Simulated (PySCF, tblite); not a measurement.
**H₁₁NOSi₄: geometry, infrared bands and NMR shifts**

What infrared bands and NMR shifts should H₁₁NOSi₄ (`N[Si@H](O[SiH3])[SiH2][SiH3]`) show?

Computed with tblite 0.8.0 and PySCF 2.14.0, with density-fitted response routines of our own, on a single molecule in the gas phase. Atoms are numbered from 0 throughout.

### 1 The starting structure

17 atoms, charge 0, multiplicity 1; geometry from: force field or distance geometry start.

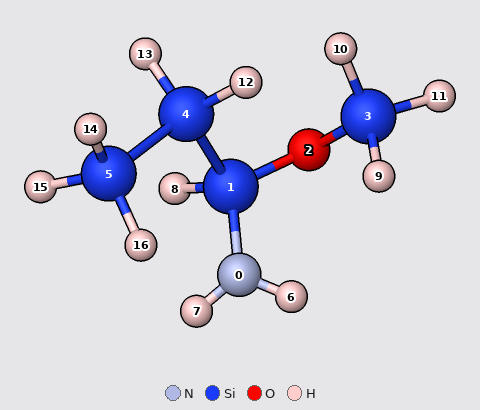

The starting geometry (nitrogen light blue, silicon blue, oxygen red, hydrogen pink), atoms numbered; sticks join atoms by distance.

### 2 Geometry optimisation with GFN2-xTB

The job: settings as JSON, then the geometry in Å.

```
{"job": {"kind": "relax", "xc": "GFN2-xTB", "basis": "xTB"}, "charge": 0, "multiplicity": 1}
N      0.003900     1.925500    -0.701100
Si    -0.240000     0.287200    -1.246300
O     -1.850100    -0.177800    -1.491900
Si    -2.692400    -0.530800    -0.043700
Si     0.736100    -1.044000     0.287500
Si     2.558300    -0.131300     1.160100
H     -0.824200     2.474100    -0.433600
H      0.816300     2.443800    -1.046900
H      0.485300     0.096000    -2.506700
H     -2.482700     0.624400     0.857300
H     -2.233700    -1.782100     0.582800
H     -4.129800    -0.721900    -0.323900
H     -0.196100    -1.387100     1.362300
H      1.130700    -2.277800    -0.428100
H      3.041800    -0.907900     2.318600
H      3.598500    -0.140100     0.123500
H      2.271000     1.261900     1.520100
```

Run with:

```sh
$ OMP_NUM_THREADS=1 python probes_run.py task.json out
```

One launch serves the whole session: the jobs run in the order shown.

What it wrote:

```text
step      E/eV     max force
  0    -532.87948    2.209
  1    -533.02842    1.523
  2    -533.15606    0.961
  3    -533.20379    0.728
  4    -533.30698    0.623
  5    -533.35384    0.744
  6    -533.44056    0.649
  7    -533.48867    0.657
  8    -533.54190    0.529
  9    -533.57455    0.496
 10    -533.61432    0.503
 11    -533.65407    0.498
 12    -533.68150    0.458
 13    -533.69484    0.284
 14    -533.70484    0.264
 15    -533.71663    0.281
 16    -533.72884    0.353
 17    -533.74176    0.336
 18    -533.75441    0.270
 19    -533.76655    0.277
 20    -533.77845    0.238
 21    -533.78785    0.197
 22    -533.79383    0.189
 23    -533.79866    0.206
 24    -533.80403    0.190
 25    -533.81114    0.198
 26    -533.81988    0.239
 27    -533.82763    0.197
 28    -533.83191    0.142
 29    -533.83476    0.124
 30    -533.83831    0.153
 31    -533.84262    0.222
 32    -533.84728    0.211
 33    -533.85138    0.190
 34    -533.85434    0.162
 35    -533.85651    0.141
 36    -533.85865    0.141
 37    -533.86069    0.105
 38    -533.86246    0.117
 39    -533.86419    0.156
 40    -533.86578    0.156
 41    -533.86718    0.109
 42    -533.86845    0.084
 43    -533.86984    0.103
 44    -533.87140    0.105
 45    -533.87253    0.075
 46    -533.87314    0.043
 47    -533.87360    0.048
 48    -533.87396    0.054
 49    -533.87432    0.050
 50    -533.87474    0.046
 51    -533.87517    0.043
 52    -533.87547    0.043
 53    -533.87575    0.029
 54    -533.87597    0.039
 55    -533.87616    0.039
 56    -533.87639    0.040
 57    -533.87669    0.048
 58    -533.87700    0.039
 59    -533.87724    0.033
 60    -533.87737    0.027
 61    -533.87746    0.021
 62    -533.87756    0.025
 63    -533.87768    0.028
 64    -533.87784    0.034
 65    -533.87800    0.035
 66    -533.87812    0.020
 67    -533.87819    0.020
 68    -533.87824    0.017
 69    -533.87831    0.030
 70    -533.87843    0.040
 71    -533.87857    0.034
 72    -533.87868    0.019
 73    -533.87875    0.015
 74    -533.87881    0.022
 75    -533.87893    0.037
 76    -533.87914    0.048
 77    -533.87946    0.052
 78    -533.87978    0.043
 79    -533.87996    0.028
 80    -533.88006    0.028
 81    -533.88016    0.026
 82    -533.88034    0.042
 83    -533.88056    0.041
 84    -533.88072    0.029
 85    -533.88079    0.021
 86    -533.88082    0.016
 87    -533.88087    0.022
 88    -533.88094    0.021
 89    -533.88103    0.027
 90    -533.88112    0.022
 91    -533.88116    0.012
 92    -533.88118    0.011
 93    -533.88120    0.014
 94    -533.88125    0.024
 95    -533.88133    0.030
 96    -533.88141    0.026
 97    -533.88146    0.013
 98    -533.88148    0.010
```

It took 4.7 s on 1 thread of Intel Xeon at 2.50GHz, shared host; peak memory 0.18 GiB.

The steps of the relaxation: (not every step is listed)

| step | energy from step 0 (eV) | largest force (eV/Å) |
| --- | --- | --- |
| 0 | 0.0000 | 2.2091 |
| 1 | -0.1489 | 1.5231 |
| 2 | -0.2766 | 0.9605 |
| 3 | -0.3243 | 0.7278 |
| 4 | -0.4275 | 0.6228 |
| 5 | -0.4744 | 0.7436 |
| 6 | -0.5611 | 0.6494 |
| 7 | -0.6092 | 0.6575 |
| 8 | -0.6624 | 0.5285 |
| 16 | -0.8494 | 0.3529 |
| 24 | -0.9246 | 0.1903 |
| 32 | -0.9678 | 0.2113 |
| 40 | -0.9863 | 0.1561 |
| 48 | -0.9945 | 0.0541 |
| 56 | -0.9969 | 0.0404 |
| 64 | -0.9984 | 0.0336 |
| 72 | -0.9992 | 0.0187 |
| 80 | -1.0006 | 0.0279 |
| 88 | -1.0015 | 0.0214 |
| 93 | -1.0017 | 0.0142 |
| 94 | -1.0018 | 0.0239 |
| 95 | -1.0019 | 0.0301 |
| 96 | -1.0019 | 0.0259 |
| 97 | -1.0020 | 0.0133 |
| 98 | -1.0020 | 0.0099 |

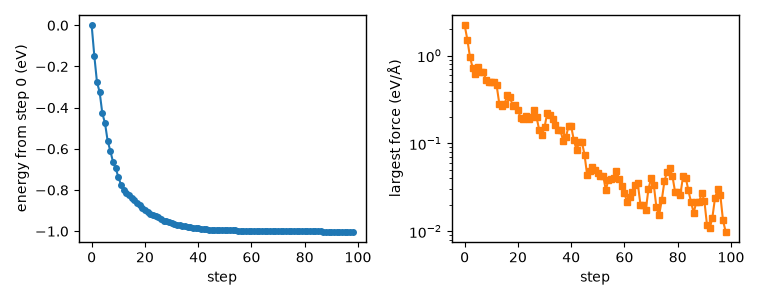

Energy and largest force along the relaxation.

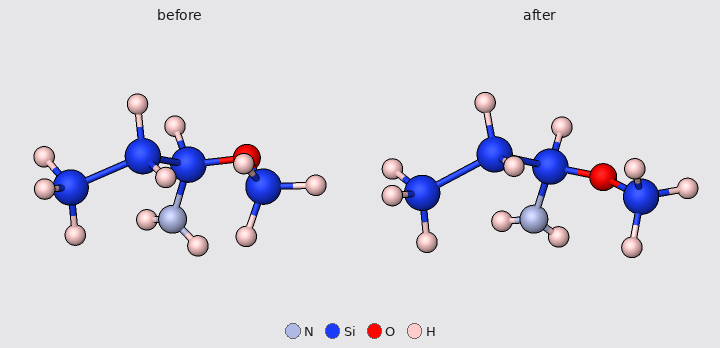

Before and after, at one scale.

Close pairs (by a distance rule), those that changed most:

| bond | before (Å) | after (Å) | change (Å) |
| --- | --- | --- | --- |
| O2–Si3 | 1.712 | 1.612 | -0.100 |
| Si4–Si5 | 2.217 | 2.317 | +0.100 |
| Si1–O2 | 1.694 | 1.629 | -0.065 |
| Si1–Si4 | 2.253 | 2.301 | +0.048 |
| N0–H6 | 1.029 | 1.008 | -0.021 |
| N0–H7 | 1.024 | 1.006 | -0.017 |
| Si3–H9 | 1.480 | 1.463 | -0.017 |
| N0–Si1 | 1.744 | 1.727 | -0.017 |

The final coordinates are the input of the step that follows.

### 3 Harmonic vibrations with GFN2-xTB

The job: settings as JSON, then the geometry in Å.

```
{"job": {"kind": "ir", "xc": "GFN2-xTB", "basis": "xTB"}, "charge": 0, "multiplicity": 1}
N      0.031680     1.796613    -0.701163
Si    -0.252533     0.157335    -1.165074
O     -1.842008    -0.083172    -0.902645
Si    -3.153490    -0.423105    -0.028657
Si     1.048093    -1.121553     0.237775
Si     2.844751    -0.035509     1.217592
H     -0.648106     2.493930    -0.961473
H      0.959082     2.180171    -0.776692
H     -0.197392    -0.088076    -2.616294
H     -3.223548     0.504394     1.100385
H     -3.031189    -1.806479     0.431565
H     -4.267450    -0.248490    -0.957863
H      0.242493    -1.765334     1.294569
H      1.570734    -2.284197    -0.510670
H      3.441331    -0.729311     2.362668
H      3.948119     0.152377     0.265801
H      2.522436     1.312436     1.700267
```

What it wrote:

```text
mode    cm-1     km/mol
  1     -16.1      0.06
  2      12.2      0.34
  3      15.3      0.45
  4      45.5      0.53
  5      59.3      1.47
  6      85.3      1.83
  7     156.6      1.76
  8     186.5     11.40
  9     209.0      7.96
 10     264.7     26.40
 11     334.7     26.09
 12     388.1     15.02
 13     439.0      8.93
 14     445.3      5.15
 15     490.7      4.72
 16     527.2     93.98
 17     560.8     23.96
 18     576.1      7.95
 19     603.9     84.91
 20     614.1     93.29
 21     619.9    830.64
 22     654.2    177.79
 23     714.6     37.66
 24     772.7     95.22
 25     784.5    364.05
 26     790.3    494.09
 27     802.5    382.00
 28     826.0     70.58
 29     831.3    206.34
 30     835.3    231.35
 31     841.2     95.73
 32     881.6    161.64
 33    1092.2    652.13
 34    1523.3     57.69
 35    2113.1    212.10
 36    2125.5    122.00
 37    2136.6    465.33
 38    2199.9    466.40
 39    2214.5    307.11
 40    2230.8    219.50
 41    2243.5    432.69
 42    2255.3    376.47
 43    2274.9    160.62
 44    3466.7      1.00
 45    3512.8      4.95
```

Run time: 4 s. Hardware: 1 thread of Intel Xeon at 2.50GHz, shared host; peak memory 0.18 GiB.

The strongest bands and the atoms that carry them (share of the mass-weighted mode):

| cm⁻¹ | km/mol | atoms |
| --- | --- | --- |
| 620 | 830.6 | H13 25 %, H8 16 %, H11 12 %, H12 10 % |
| 790 | 494.1 | H16 22 %, H14 20 %, H15 20 % |
| 802 | 382.0 | H7 18 %, H6 15 %, H11 13 %, H9 13 % |
| 1092 | 652.1 | O2 78 %, Si3 11 % |
| 2137 | 465.3 | H8 70 %, H12 24 % |
| 2200 | 466.4 | H15 91 % |
| 2244 | 432.7 | H10 52 %, H9 44 % |
| 2255 | 376.5 | H9 39 %, H10 32 %, H11 25 % |

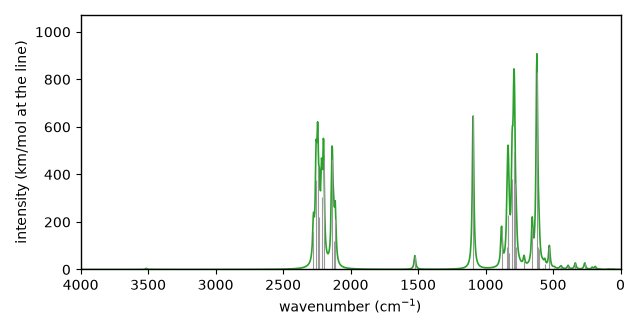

The infrared spectrum from these modes, unscaled. Lines are broadened to a width of 14 cm⁻¹ (Lorentzian).

### 4 NMR shieldings: PBE0/pcSseg-1

Same as in step 3 but for these lines:

```diff
@@ -1,2 +1,2 @@
-{"job": {"kind": "ir", "xc": "GFN2-xTB", "basis": "xTB"}, "charge": 0, "multiplicity": 1}
+{"job": {"kind": "nmr", "xc": "PBE0", "basis": "pcSseg-1"}, "charge": 0, "multiplicity": 1}
 N      0.031680     1.796613    -0.701163
```

Method: GIAO PBE0/pcSseg-1 NMR shielding, non-relativistic, gas phase.

What it wrote:

```text
coarse grid: 15464 points
cycle   1  E = -1293.7819412016  dE =  2.861e-01  |g| = 8.426e-01  |ddm| = 3.685e+00
cycle   2  E = -1293.5480322327  dE =  2.339e-01  |g| = 1.375e+00  |ddm| = 1.923e+00
cycle   3  E = -1293.9089856348  dE = -3.610e-01  |g| = 1.110e-01  |ddm| = 1.411e+00
cycle   4  E = -1293.9105944477  dE = -1.609e-03  |g| = 6.537e-02  |ddm| = 1.384e-01
cycle   5  E = -1293.9114377435  dE = -8.433e-04  |g| = 9.689e-03  |ddm| = 6.343e-02
cycle   6  E = -1293.9114583573  dE = -2.061e-05  |g| = 1.412e-03  |ddm| = 1.321e-02
cycle   7  E = -1293.9114588704  dE = -5.132e-07  |g| = 3.607e-04  |ddm| = 2.431e-03
final grid: 129000 points
cycle   8  E = -1293.9506275910  dE = -1.086e-05  |g| = 8.866e-03  |ddm| = 1.773e-02
cycle   9  E = -1293.9506063062  dE =  2.128e-05  |g| = 1.387e-02  |ddm| = 1.692e-02
cycle  10  E = -1293.9506414701  dE = -3.516e-05  |g| = 5.908e-04  |ddm| = 1.063e-02
cycle  11  E = -1293.9506415192  dE = -4.906e-08  |g| = 2.561e-04  |ddm| = 6.945e-04
cycle  12  E = -1293.9506415319  dE = -1.275e-08  |g| = 4.280e-05  |ddm| = 2.663e-04
cycle  13  E = -1293.9506415323  dE = -3.802e-10  |g| = 7.925e-06  |ddm| = 5.418e-05
converged SCF energy = -1293.9506415323

GIAO shielding tensors (ppm)
atom      isotropic    diamagn.    paramagn.     s11        s22        s33       span
  0 N      236.660     319.041     -82.381    193.114    247.967    268.899     75.785
  1 Si     362.902     879.354    -516.452    330.056    371.848    386.802     56.746
  2 O      307.482     400.062     -92.581    230.900    315.887    375.657    144.757
  3 Si     395.451     880.159    -484.708    357.368    365.351    463.635    106.266
  4 Si     485.854     883.310    -397.456    473.989    479.702    503.870     29.881
  5 Si     469.454     880.459    -411.005    455.561    466.712    486.090     30.530
  6 H       30.987      31.017      -0.029     23.584     27.619     41.759     18.175
  7 H       31.655      32.384      -0.729     24.606     28.500     41.859     17.252
  8 H       25.720      29.027      -3.307     22.366     23.623     31.171      8.804
  9 H       26.514      30.271      -3.757     22.947     25.231     31.362      8.415
 10 H       26.545      29.948      -3.402     22.884     25.520     31.231      8.347
 11 H       26.616      28.249      -1.633     23.007     24.796     32.045      9.038
 12 H       28.268      31.750      -3.483     24.251     26.888     33.664      9.413
 13 H       28.518      30.378      -1.860     24.778     26.305     34.471      9.693
 14 H       28.152      28.823      -0.671     24.564     25.527     34.365      9.801
 15 H       28.332      29.192      -0.860     25.088     25.894     34.013      8.925
 16 H       28.177      29.895      -1.718     24.258     27.195     33.077      8.819
```

Wall time 1.8 min (1 thread of Intel Xeon at 2.50GHz, shared host); peak memory 0.83 GiB.

Shifts follow as δ = σ(reference) − σ, with reference shieldings (ppm) from runs at the same level and on the same kind of geometry: 1H TMS 31.72, 29Si TMS 349.2, 15N NH3 267.7, 17O H2O 336.1. The references are single molecules in the gas phase, so shifts against H2O, NH3, PH3, H3PO4 or CFCl3 are not on the usual liquid scales and can be off by tens of ppm. Atoms listed in one row are averaged.

| atoms | environment | σ (ppm) | δ (ppm) |
| --- | --- | --- | --- |
| H8 | hydrogen on a silicon bonded to N, O, Si | 25.72 | 6.00 |
| H9, H10, H11 | hydrogen on a silicon bonded to O | 26.56 | 5.16 |
| H14, H15, H16 | hydrogen on a silicon bonded to Si | 28.22 | 3.50 |
| H12 | hydrogen on a silicon bonded to 2 Si | 28.27 | 3.45 |
| H13 | hydrogen on a silicon bonded to 2 Si | 28.52 | 3.20 |
| H6, H7 | hydrogen on a nitrogen bonded to Si | 31.32 | 0.40 |
| N0 | nitrogen bonded to Si, 2 H | 236.7 | 31.1 |
| Si1 | silicon bonded to N, O, Si, H | 362.9 | -13.7 |
| Si3 | silicon bonded to O, 3 H | 395.5 | -46.3 |
| Si5 | silicon bonded to Si, 3 H | 469.5 | -120.3 |
| Si4 | silicon bonded to 2 Si, 2 H | 485.9 | -136.7 |
| O2 | oxygen bonded to 2 Si | 307.5 | 28.6 |

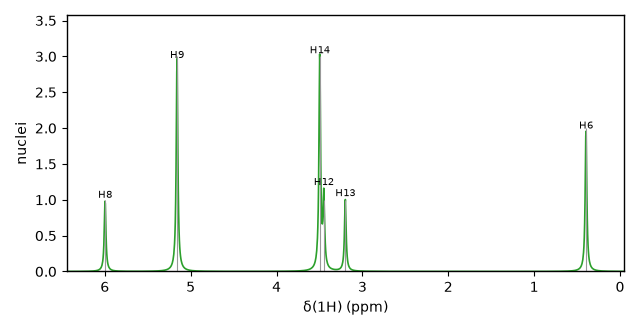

1H lines at the computed shifts, without couplings. Lines are broadened to a width of 0.02 ppm (Lorentzian).

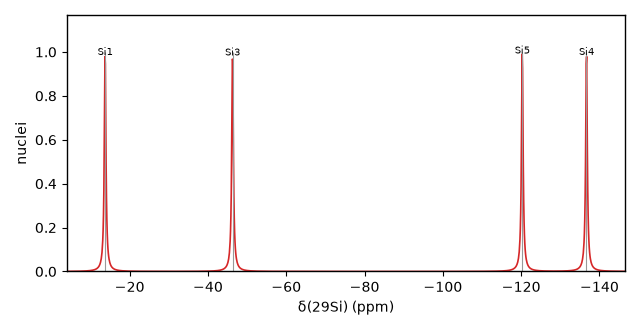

29Si lines at the computed shifts, without couplings. Lines are broadened to a width of 0.49 ppm (Lorentzian).

The run also stored atomic charges by several schemes (e):

| atoms | Mulliken | IAO | Hirshfeld | ESP fit |
| --- | --- | --- | --- | --- |
| N0 | -0.64 | -0.86 | -0.32 | -1.03 |
| Si1 | 0.92 | 1.02 | 0.37 | 0.71 |
| O2 | -0.73 | -0.88 | -0.30 | -0.43 |
| Si3 | 0.72 | 0.89 | 0.39 | 0.59 |
| Si4 | -0.15 | 0.07 | 0.14 | 0.05 |
| Si5 | 0.19 | 0.29 | 0.21 | 0.29 |

ESP fit charges:

N0 -1.03; Si1 0.71; O2 -0.43; Si3 0.59; Si4 0.05; Si5 0.29; H6 0.40; H7 0.37; H8 -0.17; H9 -0.12; H10 -0.13; H11 -0.12; H12 -0.04; H13 -0.09; H14 -0.08; H15 -0.10; H16 -0.09

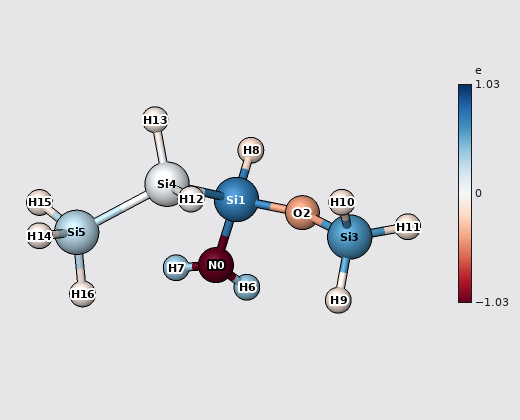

ESP fit charges, as colours on the atoms.

Mayer bond orders: N0–Si1 1.03, Si1–O2 0.90, O2–Si3 0.94, Si1–Si4 0.85, Si4–Si5 0.90.

### 5 Outcome

```
                                                              quantity                                   value
                             strongest single infrared mode (GFN2-xTB)                    620 cm⁻¹, 831 km/mol
                                          zero-point energy (GFN2-xTB)                           64.0 kcal/mol
1H shifts against TMS (PBE0/pcSseg-1, means over atoms taken as alike)  6.00, 5.16, 3.50, 3.45, 3.20, 0.40 ppm
                                15N shifts against NH3 (PBE0/pcSseg-1)                                31.1 ppm
                               29Si shifts against TMS (PBE0/pcSseg-1)        -13.7, -46.3, -120.3, -136.7 ppm
                                17O shifts against H2O (PBE0/pcSseg-1)                                28.6 ppm
```

In words: Over 98 steps the energy fell by 1.002 eV; of the close pairs, O2–Si3 changed most, 1.712 to 1.612 Å. The lowest mode is slightly imaginary (16i cm⁻¹), a soft motion within the noise of the Hessian, so the minimum is not strictly shown. The strongest single mode, at 620 cm⁻¹, is spread over several atoms, H13, H8, H11, H12 among them. Unscaled tight-binding wavenumbers are off by several per cent, some by more. Its intensities can rank the bands wrongly. At PBE0/pcSseg-1: The largest span, 145 ppm, is at O2, where the paramagnetic term is -93 ppm.
